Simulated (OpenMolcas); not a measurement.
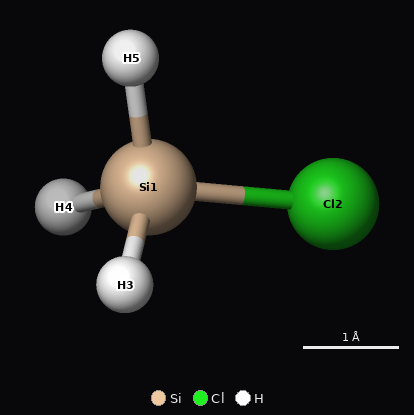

Figure 1. The input geometry (ball-and-stick view, seen at a tilt; atoms are numbered from 1 in the order of the input). Bond lengths as drawn: Cl–Si 2.05 Å and H–Si 1.48 Å.

# Single-point calculation, with input and output: SiH3Cl

- system: SiH3Cl, SMILES [SiH3]Cl
- method: HF/STO-3G, UHF (OpenMolcas 26.06)

The geometry comes from this level: PBE0-D4/def2-TZVP.

Input file
```
* ClH3Si Hartree-Fock
&GATEWAY
BasLib=$CurrDir
Coord
5
angstrom
Si      -0.112000       0.018600      -0.030900
Cl       1.838300      -0.513500       0.329900
H       -0.950900      -0.488300       1.079100
H       -0.534700      -0.585700      -1.314900
H       -0.190800       1.495400      -0.104700
Basis=STO-3G
Group=NoSym
&SEWARD
&SCF
UHF
Scramble=0.25
PrOrbitals=1 1
```

Launch command:
```bash
export MOLCAS_MEM=1860
pymolcas step1.input > step1.log
```

Log
```
--- Start Module: gateway ---

                                              &GATEWAY

                       available to each process: 1.9 GB of memory, 1 thread

 Basis Set     1 Label: SI.STO-3G
 Basis set is read from library:.
 basistype.tbl is not found

 Basis Set     2 Label: CL.STO-3G
 Basis set is read from library:.
 basistype.tbl is not found

 Basis Set     3 Label: H.STO-3G
 Basis set is read from library:.
 basistype.tbl is not found

++    Symmetry information:
      ---------------------

                    Character Table for C1

                             E
                    a        1  x, y, xy, Rz, z, xz, Ry, yz, Rx, I
--

++    Basis set information:
      ----------------------

      Basis set label: SI.STO-3G.........

      Electronic valence basis set:
      ------------------
      Associated Effective Charge  14.000000 au
      Associated Actual Charge     14.000000 au
      Nuclear Model: Point charge

      Shell  nPrim  nBasis  Cartesian Spherical Contaminant
         s       9       3        X
         p       6       2        X

      Basis set label: CL.STO-3G.........

      Electronic valence basis set:
      ------------------
      Associated Effective Charge  17.000000 au
      Associated Actual Charge     17.000000 au
      Nuclear Model: Point charge

      Shell  nPrim  nBasis  Cartesian Spherical Contaminant
         s       9       3        X
         p       6       2        X

      Basis set label: H.STO-3G.........

      Electronic valence basis set:
      ------------------
      Associated Effective Charge   1.000000 au
      Associated Actual Charge      1.000000 au
      Nuclear Model: Point charge

      Shell  nPrim  nBasis  Cartesian Spherical Contaminant
         s       3       1        X
--

++    Molecular structure info:
      -------------------------

                    ************************************************
                    **** Cartesian Coordinates / bohr, angstrom ****
                    ************************************************

     Center  Label                x              y              z                     x              y              z
        1      SI1             -0.211649       0.035149      -0.058393             -0.112000       0.018600      -0.030900
        2      CL2              3.473884      -0.970374       0.623421              1.838300      -0.513500       0.329900
        3      H3              -1.796941      -0.922753       2.039203             -0.950900      -0.488300       1.079100
        4      H4              -1.010437      -1.106813      -2.484801             -0.534700      -0.585700      -1.314900
        5      H5              -0.360560       2.825896      -0.197854             -0.190800       1.495400      -0.104700

                    ***************************************
                    *    InterNuclear Distances / bohr    *
                    ***************************************

               1 SI1           2 CL2           3 H3            4 H4            5 H5
    1 SI1      0.000000
    2 CL2      3.880605        0.000000
    3 H3       2.798327        5.457865        0.000000
    4 H4       2.798141        5.457910        4.595550        0.000000
    5 H5       2.798195        5.457941        4.595649        4.595505        0.000000

                    *******************************************
                    *    InterNuclear Distances / angstrom    *
                    *******************************************

               1 SI1           2 CL2           3 H3            4 H4            5 H5
    1 SI1      0.000000
    2 CL2      2.053528        0.000000
    3 H3       1.480811        2.888178        0.000000
    4 H4       1.480713        2.888202        2.431860        0.000000
    5 H5       1.480741        2.888218        2.431913        2.431836        0.000000

                    **************************************
                    *    Valence Bond Angles / degree    *
                    **************************************
                          Atom centers                 Phi
                      3 H3       1 SI1      4 H4       110.40
                      3 H3       1 SI1      5 H5       110.40
                      4 H4       1 SI1      5 H5       110.40
--

            Nuclear Potential Energy             86.33721820 au

--- Stop Module: gateway /rc=_RC_ALL_IS_WELL_ ---

--- Start Module: seward ---

                                              &SEWARD

                       available to each process: 1.9 GB of memory, 1 thread

               SEWARD will generate:
                  Multipole Moment integrals up to order  2
                  Kinetic Energy integrals
                  Nuclear Attraction integrals (point charge)
                  One-Electron Hamiltonian integrals
                  Velocity integrals
                  Orbital angular momentum around (  1.7033  -0.4873   0.2959 )
                  Velocity quadrupole around (  1.7033  -0.4873   0.2959 )
                  Two-Electron Repulsion integrals

                   Integrals are discarded if absolute value <: 1.00E-14
                   Integral cutoff threshold is set to       <: 1.00E-16

            Nuclear Potential Energy             86.33721820 au

      Basis set specifications :
      Symmetry species         a
      Basis functions           21

--- Stop Module: seward /rc=_RC_ALL_IS_WELL_ ---

--- Start Module: scf ---

                                                &SCF

                       available to each process: 1.9 GB of memory, 1 thread

++    Input section:
      --------------

      Header of the integral files:

      Cartesian coordinates in angstrom:
      -----------------------------------------------------
      No.  Label        X            Y            Z
      -----------------------------------------------------
       1   SI1       -0.11200000   0.01860000  -0.03090000
       2   CL2        1.83830000  -0.51350000   0.32990000
       3   H3        -0.95090000  -0.48830000   1.07910000
       4   H4        -0.53470000  -0.58570000  -1.31490000
       5   H5        -0.19080000   1.49540000  -0.10470000
      -----------------------------------------------------
      Nuclear repulsion energy =   86.33721820
--

++    Orbital specifications:
      -----------------------

      Symmetry species               1
                                     a
      Frozen orbitals                0
      Occupied orbitals alpha       17
      Occupied orbitals beta        17
      Secondary orbitals alpha       4
      Secondary orbitals beta        4
      Deleted orbitals               0
      Total number of orbitals      21
      Number of basis functions     21
--

      Molecular charge                           0.000

++    Optimization specifications:
      ----------------------------

      SCF Algorithm: Conventional USCF
      D(i)-D(i-1) density differences are used
      Number of density matrices in core                 5
      Maximum number of NDDO SCF iterations            400
      Maximum number of HF SCF iterations              400
      Threshold for SCF energy change             1.00E-09
      Threshold for density matrix                1.00E-04
      Threshold for Fock matrix                   1.50E-04
      Threshold for linear dependence             1.00E-09
      Threshold at which DIIS is turned on        1.50E-01
      Maximum depth in the DIIS procedure                5
      Maximum depth in the BFGS Hessian update          30
      Threshold at which QNR/C2DIIS is turned on  7.50E-02
      Threshold for Norm(delta) (QNR/C2DIIS)      1.00E-03
      All orbitals punched on: UHFORB
--

      Input vectors read from INPORB
      Orbital file label: *Guess orbitals
      Start orbitals are scrambled in order to introduce symmetry breaking

++ Convergence information
                               UHF SCF        iterations: Energy and convergence statistics

Iter     Tot. SCF        One-elec.       Two-elec.     Energy      Max Dij or  Max Fij      DNorm      TNorm      AccCon     Time
         Energy          Energy          Energy        Change      Delta Norm                                                in Sec.
   1  -741.870111147 -1200.336998057   372.129668714   0.00E+00    6.01E-01*   1.15E-01*    9.04E+00   1.05E+02   None         0.
   2  -741.096536088 -1202.672797998   375.239043713   7.74E-01*   1.91E-01*   4.04E-01*    4.59E+00   1.05E+02   EDIIS        0.
   3  -741.969971883 -1201.866806606   373.559616527  -8.73E-01*   5.67E-02*   2.05E-02*    1.01E+00   1.05E+02   EDIIS        0.
   4  -741.971878838 -1201.831144784   373.522047750  -1.91E-03*   1.78E-02*   1.04E-02*    1.88E-01   1.05E+02   c2DIIS       0.
   5  -741.972149818 -1201.849712616   373.540344602  -2.71E-04*   9.76E-03*   2.86E-03*    5.38E-02   1.05E+02   QNRc2DIIS    0.
   6  -741.972175034 -1201.846937430   373.537544200  -2.52E-05*   7.73E-03*   1.27E-03*    2.30E-02   1.05E+02   QNRc2DIIS    0.
   7  -741.972181207 -1201.846989548   373.537590145  -6.17E-06*   2.32E-04    6.86E-05     1.82E-02   1.05E+02   QNRc2DIIS    0.
   8  -741.972181239 -1201.846897482   373.537498047  -3.15E-08*   7.47E-04    5.36E-05     4.83E-04   1.05E+02   QNRc2DIIS    0.
   9  -741.972181286 -1201.846885814   373.537486333  -4.70E-08*   5.07E-05    7.35E-06     1.52E-03   1.05E+02   QNRc2DIIS    0.
  10  -741.972181286 -1201.846878985   373.537479503  -7.70E-10    5.94E-05    5.24E-06     9.82E-05   1.05E+02   QNRc2DIIS    0.

       Convergence after  10 Iterations
--

 *****************************************************************************************************************************
 *                                             SCF/KS-DFT Program, Final results                                             *
 *                                                       Final Results                                                       *
 *****************************************************************************************************************************

::    Total SCF energy                               -741.9721812864
      One-electron energy                           -1201.8468789852
      Two-electron energy                             373.5374795027
      Nuclear repulsion energy                         86.3372181961
      Kinetic energy (interpolated)                   729.8446052247
      Virial theorem                                    1.0166166551
      Total spin, S(S+1)                                0.0000000000
      Total spin, S                                     0.0000000000
      Max non-diagonal density matrix element           0.0000285847
      Max non-diagonal Fock matrix element              0.0000039542

      All orbitals with orbital energies smaller than  E(LUMO)+0.5 are printed

++    Molecular orbitals:
      -------------------

      Title: UHF orbitals (alpha)

      Molecular orbitals for symmetry species 1: a

          Orbital            1         2         3         4         5         6         7         8         9        10
          Energy         -103.6309  -68.0616  -10.3241   -7.7678   -7.7625   -7.7625   -6.0380   -4.0642   -4.0626   -4.0625
          Occ. No.          1.0000    1.0000    1.0000    1.0000    1.0000    1.0000    1.0000    1.0000    1.0000    1.0000

          Orbital           11        12        13        14        15        16        17        18        19        20
          Energy           -1.0027   -0.6992   -0.4815   -0.4815   -0.4383   -0.3730   -0.3730    0.3521    0.4784    0.5178
          Occ. No.          1.0000    1.0000    1.0000    1.0000    1.0000    1.0000    1.0000    0.0000    0.0000    0.0000

          Orbital           21
          Energy            0.5178
          Occ. No.          0.0000

--

      All orbitals with orbital energies smaller than  E(LUMO)+0.5 are printed

++    Molecular orbitals:
      -------------------

      Title: UHF orbitals (beta)

      Molecular orbitals for symmetry species 1: a

          Orbital            1         2         3         4         5         6         7         8         9        10
          Energy         -103.6309  -68.0616  -10.3241   -7.7678   -7.7625   -7.7625   -6.0380   -4.0642   -4.0626   -4.0626
          Occ. No.          1.0000    1.0000    1.0000    1.0000    1.0000    1.0000    1.0000    1.0000    1.0000    1.0000

          Orbital           11        12        13        14        15        16        17        18        19        20
          Energy           -1.0027   -0.6992   -0.4815   -0.4815   -0.4383   -0.3730   -0.3730    0.3521    0.4784    0.5178
          Occ. No.          1.0000    1.0000    1.0000    1.0000    1.0000    1.0000    1.0000    0.0000    0.0000    0.0000

          Orbital           21
          Energy            0.5178
          Occ. No.          0.0000

--

++    Molecular charges:
      ------------------

      Mulliken charges per centre and basis function type
      ---------------------------------------------------

                            SI1                     CL2                     H3                      H4                      H5
                     alpha        beta       alpha        beta       alpha        beta       alpha        beta       alpha        beta
      1s           2.5882      2.5882      2.9904      2.9904      0.5625      0.5625      0.5625      0.5625      0.5625      0.5625
      2px          1.2667      1.2667      1.7535      1.7535      0.0000      0.0000      0.0000      0.0000      0.0000      0.0000
      2pz          1.3827      1.3827      1.9813      1.9813      0.0000      0.0000      0.0000      0.0000      0.0000      0.0000
      2py          1.3779      1.3779      1.9718      1.9718      0.0000      0.0000      0.0000      0.0000      0.0000      0.0000
      Total        6.6156      6.6156      8.6969      8.6969      0.5625      0.5625      0.5625      0.5625      0.5625      0.5625
      Total             13.2312                 17.3938                  1.1250                  1.1250                  1.1250

      Charge            0.7688                 -0.3938                 -0.1250                 -0.1250                 -0.1250

      Total electronic charge=   34.000000

      Total            charge=   -0.000000
--

++    Molecular orbitals:
      -------------------

      Title: Natural orbitals

      Molecular orbitals for symmetry species 1: a

          Orbital            1         2         3         4         5         6         7         8         9        10
          Energy         -103.6309  -68.0616  -10.3241   -7.7678   -7.7625   -7.7625   -6.0380   -4.0642   -4.0623   -4.0622
          Occ. No.          2.0000    2.0000    2.0000    2.0000    2.0000    2.0000    2.0000    2.0000    2.0000    2.0000

          Orbital           11        12        13        14        15        16        17        18        19        20
          Energy           -1.0005   -0.5838   -0.3889   -0.4951   -0.5200   -0.4857   -0.3757    0.3557    0.4925    0.5108
          Occ. No.          2.0000    2.0000    2.0000    2.0000    2.0000    2.0000    2.0000    0.0000    0.0000    0.0000

          Orbital           21
          Energy            0.5072
          Occ. No.          0.0000

--

++    Molecular properties:
      ---------------------

      Charge (e):
                      =   -0.0000
      Dipole Moment (debye):
      Origin of the operator (angstrom)=    0.9013   -0.2579    0.1566
                   X= -2.6984E+00               Y=  7.3633E-01               Z= -4.9936E-01           Total=  2.8413E+00
      Quadrupole Moment (debye*angstrom):
      Origin of the operator (angstrom)=    0.9013   -0.2579    0.1566
                  XX= -2.5972E+01              XY=  1.9558E-01              XZ= -1.3259E-01              YY= -2.5308E+01
                  YZ=  3.6168E-02              ZZ= -2.5279E+01
      In traceless form (debye*angstrom)
                  XX= -6.7833E-01              XY=  2.9337E-01              XZ= -1.9888E-01              YY=  3.1756E-01
                  YZ=  5.4252E-02              ZZ=  3.6078E-01
--

--- Stop Module: scf /rc=_RC_ALL_IS_WELL_ ---

.##################.
.# Happy landing! #.
.##################.

    Timing: Wall=1.47 User=1.16 System=0.27
```

Key numbers

```json
{"quantity": "outcome", "value": "converged"}
{"quantity": "total energy", "value": "−741.972181 hartree"}
{"quantity": "basis functions", "value": "21"}
{"quantity": "HOMO", "value": "−10.15 eV"}
{"quantity": "LUMO", "value": "9.58 eV"}
{"quantity": "dipole moment", "value": "2.84 debye"}
{"quantity": "hardware", "value": "1 thread of Intel Xeon (Sapphire Rapids), 64 GiB of memory available, shared host"}
{"quantity": "wall time", "value": "1.7 s"}
{"quantity": "peak memory", "value": "0.37 GiB"}
```
